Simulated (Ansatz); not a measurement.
# GeH2 (SMILES [GeH2]) at PBE/def2-TZVPPD

What is the vertical ionisation energy of GeH2 at PBE/def2-TZVPPD? 

The results are computed with Ansatz 0.2.0.

34 further runs of the same task are left out: 34 set aside as unsound or not needed.

## 1. The structure to begin with

GeH2 has 3 atoms, charge 0, and is taken as a singlet. SMILES: `[GeH2]`. Geometry: relaxed at PBE0-D4/def2-TZVP.

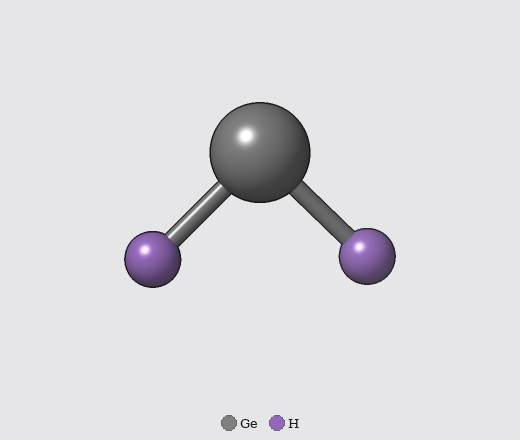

The structure, seen from a chosen angle (germanium grey, hydrogen purple).

## 2. The energy at PBE/def2-TZVPPD

input.yaml reads:

```yaml
crystal:
  periodic: [false, false, false]
  atoms:
    - symbol: Ge
      position_ang: [-0.570100, 0.405100, -0.263700]
    - symbol: H
      position_ang: [0.783000, 0.743600, 0.509000]
    - symbol: H
      position_ang: [-0.212900, -1.148700, -0.245300]
basis:
  gaussian: {orbitals: def2-TZVPPD.json}
hamiltonian: {xc: pbe}
accuracy: high
output: {orbitals: {seedname: orbitals}}
```

The basis set def2-TZVPPD is read from a file made from the Basis Set Exchange's data (not shown).

On the command line:

```console
$ ansatz run input.yaml --threads 1 --pin off --max-ram 3480MiB --events-out events.jsonl --progress --plain --runs-dir runs
```

Standard output:

```text
Warning: RAYON_NUM_THREADS=1 ignored (pool sized by the plan → 1); use --threads N
Functional definition: PBE
  name "PBE"
  parameter kappa = 0.804
  parameter beta = 0.06672455060314922
  exchange = pbe_x(kappa = kappa, mu = beta*pi^2/3)
  correlation = pbe_c(beta = beta)
1286 factors; integrals over basis functions are off by at most 4.5e-9 eV
mean field evaluation 1: about -56539.5199 eV, gradient 2.3e1 eV
mean field evaluation 2: about -56539.4844 eV, gradient 2.7e1 eV
mean field evaluation 4: about -56540.4380 eV, gradient 6.2e-1 eV
mean field evaluation 8: about -56540.4369 eV, gradient 2.6e-2 eV
mean field evaluation 16: about -56540.4369 eV, gradient 2.2e-7 eV
mean field -56540.43689862 eV, -2077.8227315397 hartree, gradient 2.3e-9 eV, S^2 0.000000; 0 other end points of the search recorded, 0 dependent functions left out
reference -56540.43690126 eV, -2077.8227316365 hartree; 17, 17 occupied and 71, 71 virtual orbitals, 1286 factors
Total energy: -56540.43690126 eV, -2077.8227316365 hartree
```

It took 2.5 s on 1 thread of Arm Neoverse V2, shared host; peak memory 0.15 GiB.

## 3. The doublet cation at the same level

run.yaml reads:

```yaml
crystal:
  periodic: [false, false, false]
  atoms:
    - symbol: Ge
      position_ang: [-0.570100, 0.405100, -0.263700]
    - symbol: H
      position_ang: [0.783000, 0.743600, 0.509000]
    - symbol: H
      position_ang: [-0.212900, -1.148700, -0.245300]
basis:
  gaussian: {orbitals: def2-TZVPPD.json}
magnetization: {spin_polarized: true, initial_magnetization: 1}
total_charge: 1
output: {orbitals: {seedname: orbitals}}
accuracy: high
hamiltonian: {xc: {name: PBE}}
```

The basis set def2-TZVPPD is read from a file made from the Basis Set Exchange's data (not shown).

On the command line:

```console
$ ansatz run run.yaml --threads 1 --pin off --max-ram 3480MiB --events-out events.jsonl --progress --plain --runs-dir runs
```

Standard output:

```text
Warning: RAYON_NUM_THREADS=1 ignored (pool sized by the plan → 1); use --threads N
Functional definition: PBE
  name "PBE"
  parameter kappa = 0.804
  parameter beta = 0.06672455060314922
  exchange = pbe_x(kappa = kappa, mu = beta*pi^2/3)
  correlation = pbe_c(beta = beta)
1286 factors; integrals over basis functions are off by at most 4.5e-9 eV
mean field evaluation 1: about -56529.6483 eV, gradient 1.5e1 eV
mean field evaluation 2: about -56529.1740 eV, gradient 1.7e1 eV
mean field evaluation 4: about -56531.0363 eV, gradient 1.2e0 eV
mean field evaluation 8: about -56531.0380 eV, gradient 6.2e-3 eV
mean field evaluation 16: about -56531.0380 eV, gradient 8.9e-7 eV
mean field -56531.03798651 eV, -2077.4773278903 hartree, gradient 1.6e-8 eV, S^2 0.752480; 0 other end points of the search recorded, 0 dependent functions left out
reference -56531.03798919 eV, -2077.4773279888 hartree; 17, 16 occupied and 71, 72 virtual orbitals, 1286 factors
Total energy: -56531.03798919 eV, -2077.4773279888 hartree
```

Run time: 4.2 s. Hardware: 1 thread of Arm Neoverse V2, shared host; peak memory 0.18 GiB.

## 4. Outcome

At PBE/def2-TZVPPD:

```
                                          quantity           value
                        singlet GeH2: total energy  -2077.82273 Eh
                         singlet GeH2: HOMO energy        -5.89 eV
                         singlet GeH2: LUMO energy        -3.95 eV
                       singlet GeH2: HOMO–LUMO gap         1.94 eV
                      doublet cation: total energy  -2077.47733 Eh
doublet cation: HOMO energy (highest over α and β)       -14.39 eV
 doublet cation: LUMO energy (lowest over α and β)       -12.93 eV
                              doublet cation: ⟨S²⟩           0.752
vertical ionisation energy (to the doublet cation)        9.399 eV
```

In words: Removing an electron at fixed nuclei costs 9.40 eV (907 kJ/mol). The negative HOMO energy of the first species, 5.89 eV, lies 3.51 eV below that difference.
